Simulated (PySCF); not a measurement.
# CH₇BNP: NMR shifts at several levels of theory, part 2 of 2

PySCF 2.14.0. Atoms count from 0. Earlier steps stand in the parts before.

## (9) Shielding tensors: wB97X-D/pcSseg-2

The job: settings as JSON, then the geometry in Å.

```
{"job": {"kind": "nmr", "xc": "wB97X-D", "basis": "pcSseg-2", "pop": false}, "charge": 0, "multiplicity": 1}
C     -1.670886     0.148510    -0.204181
N     -0.286797     0.256750     0.188288
B      0.826424     0.045596    -0.617227
P      2.627949     0.383868    -0.025570
H     -2.203289     1.109429    -0.101106
H     -1.727854    -0.158696    -1.256790
H     -2.210219    -0.600567     0.400114
H     -0.156399     0.517862     1.160204
H      0.650977    -0.269162    -1.774026
H      3.183857    -0.852680    -0.465929
H      2.493282    -0.011471     1.341296
```

Method: GIAO wB97X-D/pcSseg-2 NMR shielding, non-relativistic, gas phase.

Log:

```text
coarse grid: 9200 points
cycle   1  E = -463.2932697007  dE =  1.952e-01  |g| = 2.870e-01  |ddm| = 2.091e+00
cycle   2  E = -463.3073534580  dE = -1.408e-02  |g| = 2.222e-01  |ddm| = 3.435e-01
cycle   3  E = -463.3167725960  dE = -9.419e-03  |g| = 5.299e-02  |ddm| = 1.260e-01
cycle   4  E = -463.3174307960  dE = -6.582e-04  |g| = 1.488e-02  |ddm| = 5.002e-02
cycle   5  E = -463.3174973544  dE = -6.656e-05  |g| = 3.511e-03  |ddm| = 1.723e-02
cycle   6  E = -463.3175017920  dE = -4.438e-06  |g| = 8.043e-04  |ddm| = 6.121e-03
final grid: 82944 points
cycle   7  E = -463.3283040534  dE = -1.490e-04  |g| = 6.439e-03  |ddm| = 4.040e-02
cycle   8  E = -463.3283046174  dE = -5.640e-07  |g| = 6.690e-03  |ddm| = 7.507e-03
cycle   9  E = -463.3283133527  dE = -8.735e-06  |g| = 5.562e-04  |ddm| = 3.051e-03
cycle  10  E = -463.3283134444  dE = -9.174e-08  |g| = 2.623e-04  |ddm| = 6.828e-04
cycle  11  E = -463.3283134624  dE = -1.798e-08  |g| = 5.379e-05  |ddm| = 2.475e-04
cycle  12  E = -463.3283134642  dE = -1.796e-09  |g| = 2.086e-05  |ddm| = 1.041e-04
cycle  13  E = -463.3283134645  dE = -3.240e-10  |g| = 6.758e-06  |ddm| = 4.527e-05
converged SCF energy = -463.3283134645

GIAO shielding tensors (ppm)
atom      isotropic    diamagn.    paramagn.     s11        s22        s33       span
  0 C      144.555     237.833     -93.278    122.319    126.567    184.778     62.459
  1 N      134.552     321.619    -187.067     22.044    173.608    208.003    185.959
  2 B       52.677     197.177    -144.500      4.773     43.528    109.730    104.956
  3 P      532.639     966.616    -433.977    477.163    536.411    584.343    107.180
  4 H       28.466      28.149       0.317     24.292     26.540     34.564     10.272
  5 H       28.298      29.230      -0.932     25.115     27.485     32.294      7.179
  6 H       28.443      28.699      -0.256     24.314     26.563     34.453     10.139
  7 H       27.197      34.537      -7.340     20.816     29.554     31.221     10.405
  8 H       25.766      31.159      -5.393     23.210     25.453     28.634      5.424
  9 H       29.202      29.415      -0.213     25.083     26.825     35.698     10.615
 10 H       29.420      30.748      -1.327     25.060     27.875     35.326     10.266
```

Run time: 27 s. Hardware: 1 thread of Arm Neoverse V2, shared host; peak memory 1.1 GiB.

In short: δ C0 39.9, N1 125.5, B2 47.3, P3 -239.6, H8 5.59, H7 4.16 ppm.

## (10) Shielding tensors: LC-wPBE/pcSseg-2

Settings changed since step 9:

```diff
@@ -1,2 +1,2 @@
-{"job": {"kind": "nmr", "xc": "wB97X-D", "basis": "pcSseg-2", "pop": false}, "charge": 0, "multiplicity": 1}
+{"job": {"kind": "nmr", "xc": "LC-wPBE", "basis": "pcSseg-2", "pop": false}, "charge": 0, "multiplicity": 1}
 C     -1.670886     0.148510    -0.204181
```

Method: GIAO LC-wPBE/pcSseg-2 NMR shielding, non-relativistic, gas phase.

Log:

```text
coarse grid: 9200 points
cycle   1  E = -463.1474112857  dE =  2.410e-01  |g| = 2.874e-01  |ddm| = 2.091e+00
cycle   2  E = -463.1681043103  dE = -2.069e-02  |g| = 1.699e-01  |ddm| = 3.100e-01
cycle   3  E = -463.1733132062  dE = -5.209e-03  |g| = 5.784e-02  |ddm| = 1.097e-01
cycle   4  E = -463.1741593485  dE = -8.461e-04  |g| = 1.432e-02  |ddm| = 5.619e-02
cycle   5  E = -463.1742325552  dE = -7.321e-05  |g| = 3.448e-03  |ddm| = 1.941e-02
cycle   6  E = -463.1742386237  dE = -6.069e-06  |g| = 1.255e-03  |ddm| = 6.925e-03
final grid: 82944 points
cycle   7  E = -463.1874286258  dE = -9.538e-05  |g| = 6.516e-03  |ddm| = 3.269e-02
cycle   8  E = -463.1874315205  dE = -2.895e-06  |g| = 4.742e-03  |ddm| = 5.065e-03
cycle   9  E = -463.1874345592  dE = -3.039e-06  |g| = 8.138e-04  |ddm| = 2.484e-03
cycle  10  E = -463.1874346842  dE = -1.250e-07  |g| = 2.143e-04  |ddm| = 5.332e-04
cycle  11  E = -463.1874346975  dE = -1.326e-08  |g| = 3.899e-05  |ddm| = 2.759e-04
cycle  12  E = -463.1874346985  dE = -1.072e-09  |g| = 1.526e-05  |ddm| = 1.041e-04
cycle  13  E = -463.1874346987  dE = -1.609e-10  |g| = 3.857e-06  |ddm| = 4.056e-05
converged SCF energy = -463.1874346987

GIAO shielding tensors (ppm)
atom      isotropic    diamagn.    paramagn.     s11        s22        s33       span
  0 C      149.547     235.659     -86.112    127.711    132.129    188.800     61.089
  1 N      141.056     319.763    -178.706     25.271    181.514    216.385    191.114
  2 B       49.320     196.570    -147.250     -1.332     36.488    112.803    114.135
  3 P      540.310     966.034    -425.724    485.736    543.899    591.294    105.558
  4 H       28.504      28.284       0.220     24.257     26.544     34.711     10.454
  5 H       28.263      29.147      -0.884     24.862     27.475     32.452      7.590
  6 H       28.482      28.734      -0.253     24.277     26.569     34.600     10.323
  7 H       27.148      34.111      -6.962     20.668     29.378     31.398     10.731
  8 H       25.639      31.073      -5.434     23.098     25.273     28.544      5.446
  9 H       29.159      29.377      -0.218     24.956     26.727     35.794     10.838
 10 H       29.376      30.614      -1.238     24.922     27.800     35.407     10.485
```

It took 34 s on 1 thread of Arm Neoverse V2, shared host; peak memory 1.1 GiB.

In short: δ C0 38.7, N1 123.0, B2 49.6, P3 -248.4, H8 5.68, H7 4.17 ppm.

## (11) NMR shieldings: PBE0/STO-3G

Settings changed since step 10:

```diff
@@ -1,2 +1,2 @@
-{"job": {"kind": "nmr", "xc": "LC-wPBE", "basis": "pcSseg-2", "pop": false}, "charge": 0, "multiplicity": 1}
+{"job": {"kind": "nmr", "xc": "PBE0", "basis": "STO-3G", "pop": true}, "charge": 0, "multiplicity": 1}
 C     -1.670886     0.148510    -0.204181
```

Level: GIAO PBE0/STO-3G NMR shielding, non-relativistic, gas phase.

Log:

```text
coarse grid: 9200 points
cycle   1  E = -457.6740398741  dE =  3.114e-03  |g| = 2.406e-01  |ddm| = 3.871e+00
cycle   2  E = -457.6773951671  dE = -3.355e-03  |g| = 2.414e-01  |ddm| = 6.275e-01
cycle   3  E = -457.6939208368  dE = -1.653e-02  |g| = 4.096e-02  |ddm| = 3.298e-01
cycle   4  E = -457.6944942326  dE = -5.734e-04  |g| = 6.866e-03  |ddm| = 6.966e-02
cycle   5  E = -457.6945141931  dE = -1.996e-05  |g| = 8.655e-04  |ddm| = 1.282e-02
cycle   6  E = -457.6945144403  dE = -2.472e-07  |g| = 2.670e-04  |ddm| = 1.620e-03
final grid: 82944 points
cycle   7  E = -457.6788963169  dE = -5.947e-06  |g| = 3.779e-03  |ddm| = 1.421e-02
cycle   8  E = -457.6788975653  dE = -1.248e-06  |g| = 3.359e-03  |ddm| = 1.195e-02
cycle   9  E = -457.6789017922  dE = -4.227e-06  |g| = 2.686e-04  |ddm| = 5.640e-03
cycle  10  E = -457.6789018143  dE = -2.209e-08  |g| = 4.699e-05  |ddm| = 3.898e-04
cycle  11  E = -457.6789018149  dE = -6.137e-10  |g| = 1.079e-05  |ddm| = 6.790e-05
converged SCF energy = -457.6789018149

GIAO shielding tensors (ppm)
atom      isotropic    diamagn.    paramagn.     s11        s22        s33       span
  0 C      194.746     244.105     -49.359    176.420    180.809    227.009     50.589
  1 N      234.256     312.665     -78.408    166.088    259.400    277.281    111.193
  2 B       75.943     201.050    -125.107     15.021     74.698    138.109    123.088
  3 P      691.714     955.206    -263.492    676.731    692.557    705.855     29.124
  4 H       30.426      29.317       1.110     26.134     27.606     37.538     11.404
  5 H       30.203      30.510      -0.307     25.492     28.914     36.201     10.709
  6 H       30.425      29.839       0.586     26.133     27.658     37.484     11.350
  7 H       29.214      32.581      -3.368     22.263     30.111     35.266     13.003
  8 H       27.770      33.110      -5.340     25.791     26.837     30.680      4.889
  9 H       31.898      31.018       0.880     27.091     29.325     39.278     12.188
 10 H       32.250      32.676      -0.426     27.252     30.482     39.016     11.764
```

It took 1.9 s on 1 thread of Arm Neoverse V2, shared host; peak memory 0.48 GiB.

Key values: δ C0 39.9, N1 60.5, B2 52.8, P3 12.9, H8 4.84, H7 3.39 ppm.

## (12) NMR shieldings: PBE0/6-31G

Settings changed since step 11:

```diff
@@ -1,2 +1,2 @@
-{"job": {"kind": "nmr", "xc": "PBE0", "basis": "STO-3G", "pop": true}, "charge": 0, "multiplicity": 1}
+{"job": {"kind": "nmr", "xc": "PBE0", "basis": "6-31G", "pop": true}, "charge": 0, "multiplicity": 1}
 C     -1.670886     0.148510    -0.204181
```

Level: GIAO PBE0/6-31G NMR shielding, non-relativistic, gas phase.

Log:

```text
coarse grid: 9200 points
cycle   1  E = -462.9528399578  dE =  2.007e-01  |g| = 2.647e-01  |ddm| = 2.854e+00
cycle   2  E = -462.9550124977  dE = -2.173e-03  |g| = 2.789e-01  |ddm| = 6.451e-01
cycle   3  E = -462.9746383071  dE = -1.963e-02  |g| = 5.680e-02  |ddm| = 3.215e-01
cycle   4  E = -462.9754244229  dE = -7.861e-04  |g| = 1.382e-02  |ddm| = 7.002e-02
cycle   5  E = -462.9754823975  dE = -5.797e-05  |g| = 1.871e-03  |ddm| = 1.880e-02
cycle   6  E = -462.9754835113  dE = -1.114e-06  |g| = 7.175e-04  |ddm| = 3.854e-03
final grid: 82944 points
cycle   7  E = -462.9355078046  dE = -8.478e-06  |g| = 6.715e-03  |ddm| = 1.935e-02
cycle   8  E = -462.9355007760  dE =  7.029e-06  |g| = 8.601e-03  |ddm| = 1.615e-02
cycle   9  E = -462.9355205414  dE = -1.977e-05  |g| = 1.137e-03  |ddm| = 9.138e-03
cycle  10  E = -462.9355208640  dE = -3.226e-07  |g| = 5.694e-05  |ddm| = 9.805e-04
cycle  11  E = -462.9355208650  dE = -9.924e-10  |g| = 1.788e-05  |ddm| = 1.186e-04
converged SCF energy = -462.9355208650

GIAO shielding tensors (ppm)
atom      isotropic    diamagn.    paramagn.     s11        s22        s33       span
  0 C      162.636     242.704     -80.068    143.092    145.768    199.049     55.957
  1 N      152.271     323.376    -171.105     48.388    189.561    218.864    170.476
  2 B       74.104     197.819    -123.716     30.961     67.208    124.143     93.182
  3 P      602.939     968.517    -365.578    560.695    601.314    646.807     86.111
  4 H       29.487      28.377       1.110     24.970     27.574     35.916     10.946
  5 H       29.411      28.898       0.513     25.609     28.687     33.936      8.326
  6 H       29.492      28.563       0.930     25.016     27.594     35.867     10.852
  7 H       28.789      32.844      -4.056     22.029     30.598     33.739     11.710
  8 H       26.513      30.966      -4.453     24.555     25.965     29.018      4.463
  9 H       30.628      30.148       0.481     26.045     28.076     37.763     11.719
 10 H       30.793      30.723       0.069     26.144     28.896     37.338     11.194
```

Wall time 3.6 s (1 thread of Arm Neoverse V2, shared host); peak memory 0.48 GiB.

In short: δ C0 36.9, N1 108.4, B2 39.1, P3 -238.6, H8 6.10, H7 3.82 ppm.

## (13) Comparing the runs: NMR shifts

Shifts (ppm) of some atoms, chosen among heavy atoms and hydrogens apart, means over like atoms, with basis size and wall time:

```
               run    C0    H8    H7    H9     N1    B2      P3  functions   time
     PBE0/pcSseg-2  40.2  5.68  4.30  2.08  131.5  47.4  -238.6        249   20 s
 mPW1PW91/pcSseg-2  40.3  5.64  4.26  2.07  130.4  47.5  -236.0        249   19 s
     WP04/pcSseg-2  41.1  4.99  4.00  1.75  119.0  49.9  -194.0        249   22 s
    B97-2/pcSseg-2  40.2  5.56  4.21  2.05  126.6  45.9  -230.6        249   21 s
BHandHLYP/pcSseg-2  38.9  5.48  4.02  1.98  122.9  50.3  -223.5        249   20 s
CAM-B3LYP/pcSseg-2  39.5  5.61  4.19  2.01  130.5  50.0  -234.9        249   28 s
  wB97X-D/pcSseg-2  39.9  5.59  4.16  2.04  125.5  47.3  -239.6        249   27 s
  LC-wPBE/pcSseg-2  38.7  5.68  4.17  2.05  123.0  49.6  -248.4        249   34 s
       PBE0/STO-3G  39.9  4.84  3.39  0.53   60.5  52.8    12.9         31  1.9 s
        PBE0/6-31G  36.9  6.10  3.82  1.90  108.4  39.1  -238.6         54  3.6 s
```

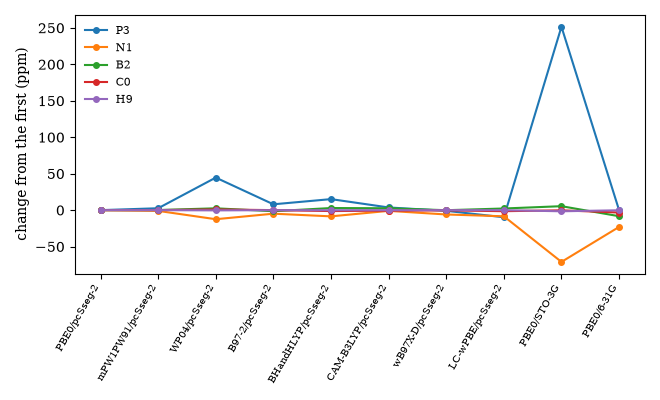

How five of the tabulated atoms move from run to run.

## (14) Outcome

What follows sums up all 2 parts.

| quantity | value |
| --- | --- |
| point group | C1 |
| rotational constants (main isotopes) | 30.38, 2.19, 2.10 GHz |
| ¹³C shifts against TMS (PBE0/pcSseg-2) | 40.2 ppm |
| ¹H shifts against TMS (PBE0/pcSseg-2, means over atoms taken as alike) | 5.68, 4.30, 2.99, 2.08 ppm |
| ¹⁵N shifts against NH3 (PBE0/pcSseg-2) | 131.5 ppm |
| ¹¹B shifts against BF3·OEt2 (PBE0/pcSseg-2) | 47.4 ppm |
| ³¹P shifts against H3PO4 (PBE0/pcSseg-2) | -238.6 ppm |
| range of the shift of P3 | -248.4 to 12.9 ppm |
| property runs in this session | 10, of which 0 failed and 1 gave unsound results |

**Reading.** Single values in the summary come from the first run of each kind that ended normally (PBE0/pcSseg-2), which need not be the best level. The optimisation took 5 steps and gained 0.174 eV; among the close pairs (by a distance rule), B2–H8 changed most, from 1.141 to 1.212 Å. No frequency check was run at this level, so the end point may be a saddle. At PBE0/pcSseg-2: The widest tensor belongs to N1: span 189 ppm, with a paramagnetic part of -191 ppm. In ppm, P3 moves most: its shift spreads over 261.3 ppm, from -248.4 (LC-wPBE/pcSseg-2) to 12.9 (PBE0/STO-3G). A minimal basis is unusable for shieldings, so that end is no result.
